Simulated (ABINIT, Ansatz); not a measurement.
**AlBiSe3 (Pm-3m): zone-centre phonons**

Which modes does AlBiSe3 (Pm-3m) have at the zone centre?

Method: DFT LDA, scalar-relativistic, plane waves, HGH norm-conserving pseudopotentials, in ABINIT 10.8.3.

The structure was built from a prototype and need not be the compound's stable phase.

## Step 1: The starting structure

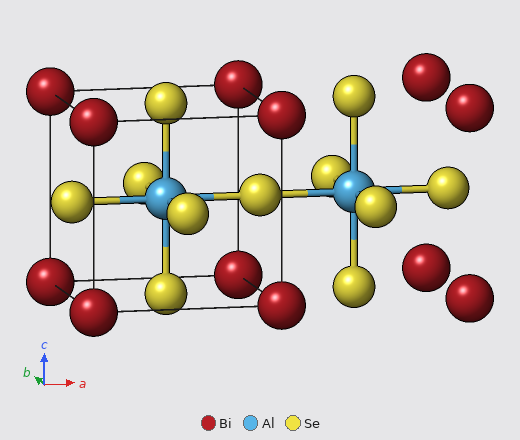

The cell as given, slightly off an axis (bismuth red, aluminium blue, selenium yellow). 2×1×1 cells are drawn. Some periodic images of atoms are drawn too.

## Step 2: Relaxing the cell and atoms

The harmonic expansion needs vanishing forces, and a free crystal bears no stress, so cell and atoms are brought to rest. Stress is more sensitive to the basis than forces are: the last 3 Ha under the cutoff are smoothed with ecutsm, and the cutoff is raised above that of the later runs.

The starting cell comes from a relaxation made beforehand in Ansatz (LDA, PseudoDojo NC).

Input file relax.abi:

```
# relaxation
ionmov 2
optcell 2
dilatmx 1.08
ntime 40
tolmxf 1.0d-05
tolvrs 1.0d-14
prtwf 0
prtden 0
chksymtnons 0

# basis, mesh and filling
ecut 26.0
ecutsm 3.0
ixc 7
ngkpt 6 6 6
nshiftk 1
shiftk 0.0 0.0 0.0
istwfk *1
occopt 3
tsmear 0.01
nband 20
nstep 100
diemac 1000000.0
prtebands 0
prtgsr 0

# cell and atoms
acell 3*1.0 Angstrom
rprim 
    4.811325827 0.0 0.0
    0.0 4.811325827 0.0
    0.0 0.0 4.811325827
ntypat 3
znucl 83 13 34
natom 5
typat 1 2 3 3 3
xred 
    0.0 0.0 0.0
    0.5 0.5 0.5
    0.5 0.5 0.0
    0.5 0.0 0.5
    0.0 0.5 0.5
pp_dirpath "./pseudo"
pseudos "Bi.hgh, Al.hgh, Se.hgh"
```

On the command line:

```console
$ OMP_NUM_THREADS=1 mpirun -n 4 abinit relax.abi > relax.log
```

Numbers of over 12 decimals in the logs are rounded to 6 here.

relax.abo, the main output file:

```text
[banners, grids, parts of the stress and lines that vanish by symmetry left out]
- input  file    -> relax.abi
- output file    -> relax.abo
- root for input  files -> relaxi
[...]
Symmetries : space group Pm -3 m (#221); Bravais cP (primitive cubic)
[...]
mpw =        6031          nfft =      110592          nkpt =          20
[...]
== DATASET  1 ==================================================================
[...]
cutoff_energies: {ecut:  26.0, pawecutdg:  -1.0, }
[...]
Exchange-correlation functional for the present dataset will be:
  LDA: Perdew-Wang 92 LSD fit to Ceperley-Alder data - ixc=7
[...]
ETOT  1  -36.041851948375    -3.604E+01 1.948E-02 1.637E+03
 ETOT  2  -36.219298208304    -1.774E-01 2.290E-03 1.930E+02
 ETOT  3  -36.250699127717    -3.140E-02 1.030E-03 2.290E+01
 ETOT  4  -36.253772120205    -3.073E-03 1.456E-03 6.022E-01
 ETOT  5  -36.253855349246    -8.323E-05 7.471E-04 7.888E-03
[...]
At SCF step   11       vres2   =  5.68E-15 < tolvrs=  1.00E-14 =>converged.
[...]
sigma(1 1)= -2.07937437E-05  sigma(3 2)=  0.00000000E+00
  sigma(2 2)= -2.07937437E-05  sigma(3 1)=  0.00000000E+00
  sigma(3 3)= -2.07937437E-05  sigma(2 1)=  0.00000000E+00
[...]
convergence: {deltae:  1.990E-13, res2:  5.678E-15, residm:  2.952E-05, diffor: null, }
etotal    :  -3.62538563E+01
[...]
ETOT  1  -36.253845641191    -3.625E+01 2.583E-05 2.921E-01
[...]
At SCF step    9       vres2   =  6.57E-16 < tolvrs=  1.00E-14 =>converged.
[...]
sigma(1 1)= -1.62048579E-05  sigma(3 2)=  0.00000000E+00
  sigma(2 2)= -1.62048579E-05  sigma(3 1)=  0.00000000E+00
  sigma(3 3)= -1.62048579E-05  sigma(2 1)=  0.00000000E+00
[...]
convergence: {deltae: -3.553E-14, res2:  6.571E-16, residm:  1.395E-05, diffor: null, }
etotal    :  -3.62538824E+01
[...]
ETOT  1  -36.253446311759    -3.625E+01 1.664E-05 3.774E+00
[...]
At SCF step    9       vres2   =  1.00E-14 < tolvrs=  1.00E-14 =>converged.
[...]
sigma(1 1)= -2.05193261E-07  sigma(3 2)=  0.00000000E+00
  sigma(2 2)= -2.05193261E-07  sigma(3 1)=  0.00000000E+00
  sigma(3 3)= -2.05193261E-07  sigma(2 1)=  0.00000000E+00
[...]
convergence: {deltae:  6.821E-13, res2:  9.999E-15, residm:  1.489E-06, diffor: null, }
etotal    :  -3.62539234E+01
[...]
ETOT  1  -36.253923282054    -3.625E+01 1.119E-06 6.216E-04
[...]
ETOT  6  -36.253923360666     3.553E-14 4.607E-07 2.487E-13
 ETOT  7  -36.253923360667    -1.513E-12 1.091E-06 6.980E-15
 At SCF step    7       vres2   =  6.98E-15 < tolvrs=  1.00E-14 =>converged.
[...]
sigma(1 1)= -2.00442699E-09  sigma(3 2)=  0.00000000E+00
  sigma(2 2)= -2.00442699E-09  sigma(3 1)=  0.00000000E+00
  sigma(3 3)= -2.00442699E-09  sigma(2 1)=  0.00000000E+00
[...]
convergence: {deltae: -1.513E-12, res2:  6.980E-15, residm:  1.091E-06, diffor: null, }
etotal    :  -3.62539234E+01
[...]
At Broyd/MD step   4, gradients are converged :
[...]
sigma(1 1)= -2.00442699E-09  sigma(3 2)=  0.00000000E+00
  sigma(2 2)= -2.00442699E-09  sigma(3 1)=  0.00000000E+00
  sigma(3 3)= -2.00442699E-09  sigma(2 1)=  0.00000000E+00
[...]
- sigma(1 1)= -5.89722782E-05  sigma(3 2)=  0.00000000E+00
- sigma(2 2)= -5.89722781E-05  sigma(3 1)=  0.00000000E+00
- sigma(3 3)= -5.89722782E-05  sigma(2 1)=  0.00000000E+00
[...]
fcart     -0.0000000000E+00 -0.0000000000E+00 -0.0000000000E+00
           strten     -2.0044269937E-09 -2.0044269920E-09 -2.0044269933E-09
================================================================================

[key lines of the parts left out:]
pressure_GPa:   5.8972E-05
Total energy (etotal) [Ha]= -3.62539233606672E+01
```

It took 89 s on 4 MPI ranks of Intel Xeon 6975P-C (Granite Rapids), shared host.

Relaxation path:

| step | energy less that of the first step (eV) | largest force (eV/Å) | volume (Å³) |
| --- | --- | --- | --- |
| 1 | 0.0000 | 0.0000 | 111.38 |
| 2 | -0.0007 | 0.0000 | 111.59 |
| 3 | -0.0018 | 0.0000 | 112.33 |
| 4 | -0.0018 | 0.0000 | 112.34 |

| conventional cell, symmetrised | before | after | change |
| --- | --- | --- | --- |
| a (Å) | 4.811 | 4.825 | +0.3 % |
| b (Å) | 4.811 | 4.825 | +0.3 % |
| c (Å) | 4.811 | 4.825 | +0.3 % |
| volume (Å³/atom) | 22.28 | 22.47 | +0.9 % |

The relaxed structure:

```cif
data_structure
_symmetry_space_group_name_H-M 'P 1'
_symmetry_Int_Tables_number 1
_cell_length_a 4.8252
_cell_length_b 4.8252
_cell_length_c 4.8252
_cell_angle_alpha 90.000
_cell_angle_beta 90.000
_cell_angle_gamma 90.000
_cell_volume 112.34
loop_
_atom_site_label
_atom_site_type_symbol
_atom_site_fract_x
_atom_site_fract_y
_atom_site_fract_z
_atom_site_occupancy
Bi1 Bi 0.00000 0.00000 0.00000 1
Al2 Al 0.50000 0.50000 0.50000 1
Se3 Se 0.50000 0.50000 0.00000 1
Se4 Se 0.50000 0.00000 0.50000 1
Se5 Se 0.00000 0.50000 0.50000 1
```

This step gave:

```yaml
volume_per_atom: 22.47 Å³
pressure: 5.90e-5 GPa
gap_on_the_k_mesh: 0 eV
```

The volume changes by +0.9 % from the cell with which this run began.

## Step 3: Self-consistent run for the response

First-order wavefunctions inherit every error of the ground state, hence the very tight tolvrs. Occupations are smeared.

Input file gs.abi:

```
# ground state
tolvrs 1.0d-16
prtden 1
prtwf 1

# basis, mesh and filling
ecut 20.0
ixc 7
ngkpt 6 6 6
nshiftk 1
shiftk 0.0 0.0 0.0
istwfk *1
occopt 3
tsmear 0.01
nband 20
nstep 100
diemac 1000000.0
prtebands 0
prtgsr 0

# cell and atoms
acell 3*1.0 Angstrom
rprim 
    4.825154544 0.0 0.0
    0.0 4.825154544 0.0
    0.0 0.0 4.825154544
ntypat 3
znucl 83 13 34
natom 5
typat 1 2 3 3 3
xred 
    0.0 0.0 0.0
    0.5 0.5 0.5
    0.5 0.5 0.0
    0.5 0.0 0.5
    0.0 0.5 0.5
pp_dirpath "./pseudo"
pseudos "Bi.hgh, Al.hgh, Se.hgh"
```

On the command line:

```console
$ OMP_NUM_THREADS=1 mpirun -n 4 abinit gs.abi > gs.log
```

gs.abo, the main output file:

```text
[banners, grids, parts of the stress and lines that vanish by symmetry left out]
- input  file    -> gs.abi
- output file    -> gs.abo
- root for input  files -> gsi
[...]
Symmetries : space group Pm -3 m (#221); Bravais cP (primitive cubic)
[...]
mpw =        3253          nfft =       64000          nkpt =          20
[...]
== DATASET  1 ==================================================================
[...]
cutoff_energies: {ecut:  20.0, pawecutdg:  -1.0, }
[...]
Exchange-correlation functional for the present dataset will be:
  LDA: Perdew-Wang 92 LSD fit to Ceperley-Alder data - ixc=7
[...]
ETOT  1  -36.036442173461    -3.604E+01 2.335E-02 9.389E+02
 ETOT  2  -36.212445967730    -1.760E-01 5.044E-03 1.133E+02
 ETOT  3  -36.244317165486    -3.187E-02 9.434E-04 1.372E+01
 ETOT  4  -36.247523250028    -3.206E-03 6.233E-04 3.597E-01
 ETOT  5  -36.247609616640    -8.637E-05 5.163E-04 4.599E-03
[...]
ETOT 11  -36.247610600436    -6.324E-13 6.356E-05 1.750E-15
 ETOT 12  -36.247610600437    -2.487E-13 1.794E-05 2.017E-17
 At SCF step   12       vres2   =  2.02E-17 < tolvrs=  1.00E-16 =>converged.
[...]
sigma(1 1)=  3.78160255E-05  sigma(3 2)=  0.00000000E+00
  sigma(2 2)=  3.78160255E-05  sigma(3 1)=  0.00000000E+00
  sigma(3 3)=  3.78160255E-05  sigma(2 1)=  0.00000000E+00
[...]
convergence: {deltae: -2.487E-13, res2:  2.017E-17, residm:  1.794E-05, diffor: null, }
etotal    :  -3.62476106E+01
[...]
sigma(1 1)=  3.78160255E-05  sigma(3 2)=  0.00000000E+00
  sigma(2 2)=  3.78160255E-05  sigma(3 1)=  0.00000000E+00
  sigma(3 3)=  3.78160255E-05  sigma(2 1)=  0.00000000E+00
[...]
- sigma(1 1)=  1.11258588E+00  sigma(3 2)=  0.00000000E+00
- sigma(2 2)=  1.11258588E+00  sigma(3 1)=  0.00000000E+00
- sigma(3 3)=  1.11258588E+00  sigma(2 1)=  0.00000000E+00
[...]
fcart     -0.0000000000E+00 -0.0000000000E+00 -0.0000000000E+00
           strten      3.7816025528E-05  3.7816025528E-05  3.7816025528E-05
================================================================================

[key lines of the parts left out:]
pressure_GPa:  -1.1126E+00
```

It took 14 s on 4 MPI ranks; 56 s of CPU time.

This step gave:

- pressure: -1.113 GPa

The cell stands at -1.1 GPa: the relaxation ran with a smoothed and higher cutoff, and the difference is a stress of the finite basis.

(Continued in part 2 of 4.)

[Host names and launcher messages were left out of these logs when they were recorded.]

[Logs are printed without paths, hosts, clocks, repeated set-up lines and the standing remarks that a program may print on its own settings, such as how far it seeks lower states.]

[Hosts, paths, dates, database ids (printed as entryN), source tags and the programs' standing remarks are cut or masked in the printed files.]
